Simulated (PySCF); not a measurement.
C3H5N, SMILES `C=C.C#N`.

Level of theory: PBE0/6-311+G** (PySCF), at an unrelaxed start geometry of a pair search.

Geometry (Å), atoms numbered from 1:

```
C1       1.3256   -0.3612    0.3029
C2       2.4282    0.1511   -0.2027
H3       0.9359   -0.0497    1.2587
H4       0.7524   -1.1117   -0.2156
H5       2.8164   -0.1563   -1.1621
H6       2.9966    0.9087    0.3128
C7      -1.9077    0.5515   -0.0320
N8      -2.4542   -0.4454   -0.0887
H9      -1.3982    1.4783    0.0180
```

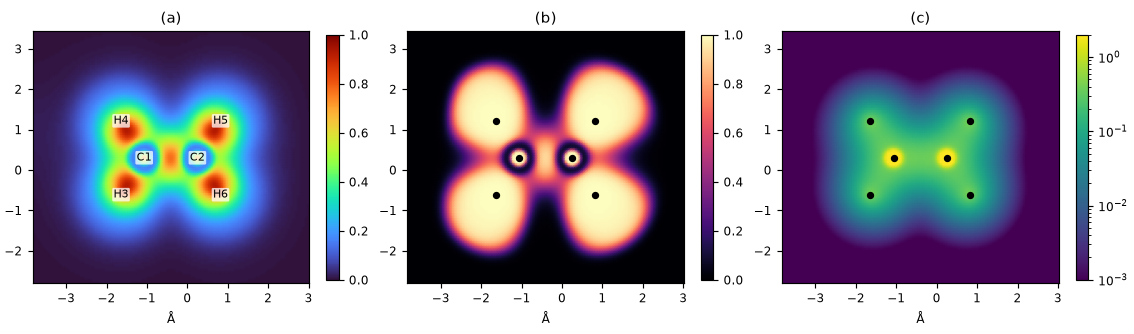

Three fields in the plane of C1, C2, H3, H4, H5 and H6.

Q: The panels show, in some order, the electron density, electron localisation function (ELF) and localised orbital locator (LOL). Which is which?

A: (a) is the localised orbital locator (LOL): it runs from 0 to 1, peaks where electrons are localised, as in bonds, and fades smoothly outside. (b) is the electron localisation function (ELF): it runs from 0 to 1 and is close to 1 over wide basins that fill the valence regions. (c) is the electron density: it is positive everywhere and peaks at the nuclei.
